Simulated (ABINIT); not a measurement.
# A GW chain in ABINIT: NaF (Villiaumite)

How does a plane-wave GW calculation on NaF (Villiaumite) run from the first input to the gap?

Program: ABINIT 10.8.3. Level of theory: PBEsol and many-body steps on it, plane waves. Results are calculated unless marked as measured.

### Step 1. Starting point

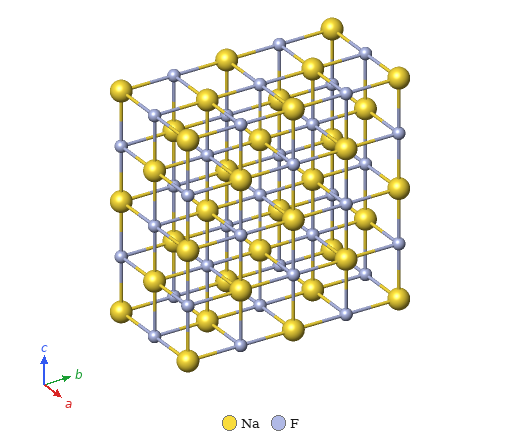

The starting structure, seen from a free direction (sodium yellow, fluorine light blue). 1×2×2 cells are drawn. This picture shows the conventional cell, with its axes. Some periodic images of atoms are drawn too.

The cell and positions come from the Crystallography Open Database and are kept as given unless a step says otherwise.

### Step 2. Ground state

This step: ABINIT 10.8.3; DFT, PBEsol, plane waves, norm-conserving pseudopotentials.

The ground-state density comes first.

File run.abi:

```
acell 3*1.0 Angstrom
rprim 
  -0.000000000000 2.320000000000 2.320000000000
  2.320000000000 -0.000000000000 2.320000000000
  2.320000000000 2.320000000000 -0.000000000000
ntypat 2
znucl 11 9
natom 2
typat 1 2
xred 
  0.000000000000 0.000000000000 0.000000000000
  0.500000000000 0.500000000000 0.500000000000
pp_dirpath "pseudos"
pseudos "Na.upf, F.upf"
ecut 38
ngkpt 8 8 8
nshiftk 1
shiftk 0 0 0
kptopt 1
chksymbreak 0
nband 13
occopt 1
tolvrs 1e-10
nstep 60
prtwf 0
optforces 0
optstress 0
indata_prefix "in"
outdata_prefix "out"
tmpdata_prefix "tmp"
```

Run with:

```console
> OMP_NUM_THREADS=1 mpirun -n 4 abinit run.abi > log
```

Numbers of over 12 decimals in the logs are rounded to 6 here.

The log of the run:

```text
.Version 10.8.3 of ABINIT. v10.8.2 released Aug 2026.

 Symmetries : space group Fm -3 m (#225); Bravais cF (face-center cubic)
================================================================================
 Values of the parameters that define the memory need of the present run
     intxc =       0    ionmov =       0      iscf =       7    lmnmax =       5
     lnmax =       5     mgfft =      36  mpssoang =       3    mqgrid =    3001
     natom =       2  nloc_mem =       1    nspden =       1   nspinor =       1
    nsppol =       1      nsym =      48    n1xccc =    2501    ntypat =       2
    occopt =       1   xclevel =       2
-    mband =          13        mffmem =           1         mkmem =           8
       mpw =        1902          nfft =       46656          nkpt =          29
================================================================================
  Rough estimation (10% accuracy) of disk space for files :
================================================================================

--------------------------------------------------------------------------------
------------- Echo of variables that govern the present computation ------------
--------------------------------------------------------------------------------
 -outvars: echo values of preprocessed input variables --------
            acell      1.8897261259E+00  1.8897261259E+00  1.8897261259E+00 Bohr

      chksymbreak           0
             ecut      3.80000000E+01 Hartree
-          fftalg         312

              ixc     -116133
              kpt      0.00000000E+00  0.00000000E+00  0.00000000E+00
                       1.25000000E-01  0.00000000E+00  0.00000000E+00
                       2.50000000E-01  0.00000000E+00  0.00000000E+00
                       3.75000000E-01  0.00000000E+00  0.00000000E+00
                       5.00000000E-01  0.00000000E+00  0.00000000E+00
                       1.25000000E-01  1.25000000E-01  0.00000000E+00
                       2.50000000E-01  1.25000000E-01  0.00000000E+00
                       3.75000000E-01  1.25000000E-01  0.00000000E+00
                       5.00000000E-01  1.25000000E-01  0.00000000E+00
   [... 18 further rows ...]
                      -3.75000000E-01  5.00000000E-01  1.25000000E-01
                      -2.50000000E-01  5.00000000E-01  2.50000000E-01
         kptrlatt        8    0    0      0    8    0      0    0    8
          kptrlen      4.96011604E+01
P           mkmem           8
            natom           2
            nband          13
            ngfft          36      36      36
             nkpt          29
            nstep          60
             nsym          48
           ntypat           2
              occ      2.000000  2.000000  2.000000  2.000000  2.000000  2.000000
                       2.000000  2.000000  0.000000  0.000000  0.000000  0.000000
                       0.000000
        optforces           0
        optstress           0
            prtwf           0
            rprim     -0.0000000000E+00  2.3200000000E+00  2.3200000000E+00
[...]
spgroup         225

           tolvrs      1.00000000E-10

             xred      0.0000000000E+00  0.0000000000E+00  0.0000000000E+00
[...]
znucl       11.00000    9.00000

================================================================================

 chkinp: Checking input parameters for consistency.

================================================================================
== DATASET  1 ==================================================================
-   mpi_nproc: 4, omp_nthreads: 1 (-1 if OMP is not activated)

--- !DatasetInfo
iteration_state: {dtset: 1, }
dimensions: {natom: 2, nkpt: 29, mband: 13, nsppol: 1, nspinor: 1, nspden: 1, mpw: 1902, }
cutoff_energies: {ecut:  38.0, pawecutdg:  -1.0, }
electrons: {nelect:   1.60000000E+01, charge:   0.00000000E+00, occopt:   1.00000000E+00, tsmear:   1.00000000E-02, }

 Real(R)+Recip(G) space primitive vectors, cartesian coordinates (Bohr,Bohr^-1):
 R(1)=  0.0000000  4.3841646  4.3841646  G(1)= -0.1140468  0.1140468  0.1140468
 R(2)=  4.3841646  0.0000000  4.3841646  G(2)=  0.1140468 -0.1140468  0.1140468
 R(3)=  4.3841646  4.3841646  0.0000000  G(3)=  0.1140468  0.1140468 -0.1140468
 Unit cell volume ucvol=  1.6853517E+02 bohr^3
 Angles (23,13,12)=  6.00000000E+01  6.00000000E+01  6.00000000E+01 degrees

 getcut: wavevector=  0.0000  0.0000  0.0000  ngfft=  36  36  36
         ecut(hartree)=     38.000   => boxcut(ratio)=   2.09240

--- Pseudopotential description ------------------------------------------------
- Na Generated using ONCVPSP code by D. R. Hamann
- 11.00000   9.00000  180301                  znucl, zion, pspdat
12 -116133 1 -1 2016                          pspcod,pspxc,lmax,lloc,mmax
     nproj     2     2     0
  pspatm : epsatm=    9.32918808
         --- l  ekb(1:nproj) -->
[...]
pspatm: atomic psp has been read  and splines computed

- F Generated using ONCVPSP code by D. R. Hamann
-  9.00000   7.00000  180301                  znucl, zion, pspdat
12 -116133 2 -1 832                           pspcod,pspxc,lmax,lloc,mmax
     nproj     2     2     1
  pspatm : epsatm=    4.89824381
         --- l  ekb(1:nproj) -->
[...]
1   -3.978753   -1.295852
             2   -2.394754
 pspatm: atomic psp has been read  and splines computed

   2.27638910E+02                                ecore*ucvol(ha*bohr**3)
--------------------------------------------------------------------------------

_setup2: Arith. and geom. avg. npw (full set) are    1885.064    1885.048

================================================================================

--- !BeginCycle
iteration_state: {dtset: 1, }
solver: {iscf: 7, nstep: 60, nline: 4, wfoptalg: 0, }
tolerances: {tolvrs: 1.00E-10, }

     iter   Etot(hartree)      deltaE(h)  residm     vres2
 ETOT  1  -70.235117210753    -7.024E+01 7.980E-02 2.343E+02
 ETOT  2  -70.249083694559    -1.397E-02 3.399E-03 1.841E+02
 ETOT  3  -70.302400346520    -5.332E-02 2.296E-03 7.804E+00
 ETOT  4  -70.304255055335    -1.855E-03 1.831E-04 9.998E-03
 ETOT  5  -70.304256187108    -1.132E-06 1.502E-05 6.724E-04
 ETOT  6  -70.304256323545    -1.364E-07 7.637E-05 1.308E-05
 ETOT  7  -70.304256324982    -1.438E-09 6.827E-06 1.673E-06
 ETOT  8  -70.304256325347    -3.652E-10 2.259E-05 3.919E-08
 ETOT  9  -70.304256325353    -5.755E-12 2.245E-06 9.064E-10
 ETOT 10  -70.304256325352     1.023E-12 6.528E-06 1.089E-11

 At SCF step   10       vres2   =  1.09E-11 < tolvrs=  1.00E-10 =>converged.

--- !ResultsGS
iteration_state: {dtset: 1, }
comment   : Summary of ground state results
lattice_vectors:
- [ -0.0000000,   4.3841646,   4.3841646, ]
- [  4.3841646,  -0.0000000,   4.3841646, ]
- [  4.3841646,   4.3841646,  -0.0000000, ]
lattice_lengths: [   6.20015,    6.20015,    6.20015, ]
lattice_angles: [ 60.000,  60.000,  60.000, ] # degrees, (23, 13, 12)
lattice_volume:   1.6853517E+02
convergence: {deltae:  1.023E-12, res2:  1.089E-11, residm:  6.528E-06, diffor:  0.000E+00, }
etotal    :  -7.03042563E+01
entropy   :   0.00000000E+00
fermie    :  -5.45562277E-02
cartesian_stress_tensor: null
pressure_GPa: null
xred      :
- [  0.0000E+00,   0.0000E+00,   0.0000E+00, Na]
- [  5.0000E-01,   5.0000E-01,   5.0000E-01,  F]
cartesian_forces: null
force_length_stats: {min: null, max: null, mean: null, }

 Integrated electronic density in atomic spheres:
 ------------------------------------------------
 Atom  Sphere_radius  Integrated_density
    1        2.00000          7.96219400
    2        2.00000          7.02568593
================================================================================

 ----iterations are completed or convergence reached----

 Mean square residual over all n,k,spin=   17.323E-09; max=  65.277E-07
 reduced coordinates (array xred) for    2 atoms
       0.000000000000      0.000000000000      0.000000000000
       0.500000000000      0.500000000000      0.500000000000
 rms dE/dt=  0.0000E+00; max dE/dt=  0.0000E+00; dE/dt below (all hartree)
    1       0.000000000000      0.000000000000      0.000000000000
    2       0.000000000000      0.000000000000      0.000000000000

 cartesian coordinates (angstrom) at end:
    1      0.000000     0.000000     0.000000
    2      2.320000     2.320000     2.320000
 length scales=  1.889726125908  1.889726125908  1.889726125908 bohr
              =  1.000000000000  1.000000000000  1.000000000000 angstroms
 prteigrs : about to open file out_EIG
 Fermi (or HOMO) energy (hartree) =  -0.05456   Average Vxc (hartree)=  -0.34178
 Eigenvalues (hartree) for nkpt=  29  k points:
 kpt#   1, nband= 13, wtk=  0.00195, kpt=  0.0000  0.0000  0.0000 (reduced coord)
  -1.77369   -0.75210   -0.74655   -0.74655   -0.74655   -0.05456   -0.05456   -0.05456
   0.17257    0.64004    0.64004    0.64004    0.73704
 prteigrs : prtvol=0 or 1, do not print more k-points.

--- !EnergyTerms
iteration_state     : {dtset: 1, }
comment             : Components of total free energy in Hartree
kinetic             :  4.40222607282846E+01
hartree             :  2.26544315819409E+01
xc                  : -1.22430832748207E+01
Ewald energy        : -4.18174542933785E+01
psp_core            :  1.35069081150960E+00
local_psp           : -6.67949880356653E+01
non_local_psp       : -1.74761138432226E+01
total_energy        : -7.03042563253521E+01
total_energy_eV     : -1.91307627360561E+03
band_energy         : -9.99275141364064E+00

== END DATASET(S) ==============================================================
================================================================================

 -outvars: echo values of variables after computation  --------
           etotal     -7.0304256325E+01
            nband          13
             nkpt          29
          spgroup         225
 [... the other variables as echoed above ...]

 Calculation completed.
```

The job ended after 8.2 s (4 MPI ranks of Arm Neoverse V1, shared host; peak memory 0.27 GiB).

This step gave:

```yaml
total_energy: -1913.0763 eV
gap: 6.181 eV
k_of_the_valence_top: 0, 0, 0
k_of_the_conduction_bottom: 0, 0, 0
least_direct_gap: 6.181 eV
```

The gap is direct, at Γ.

(Part 1 of 3 ends here.)

[Paths, hosts, dates, memory and timing lines, banners, echoed tables and standing remarks are left out of the program output.]

[Logs are printed without paths, hosts, clocks, repeated set-up lines and the standing remarks that a program may print on its own settings, such as how far it seeks lower states.]

[Runs of the session that timed out or met a known fault of the program may be left out.]

[Hosts, paths, dates, database ids (printed as entryN), source tags and the programs' standing remarks are cut or masked in the printed files.]

[G0W0 gaps are taken among the corrected bands and points alone; a level outside them can change the order at an edge.]

[Where Ansatz stands beside ABINIT at settings called matched, ABINIT's density can come from a denser mesh and the files from another edition; pairs whose starting gaps differed by over 0.03 eV were left out, so agreement reads better than it is.]
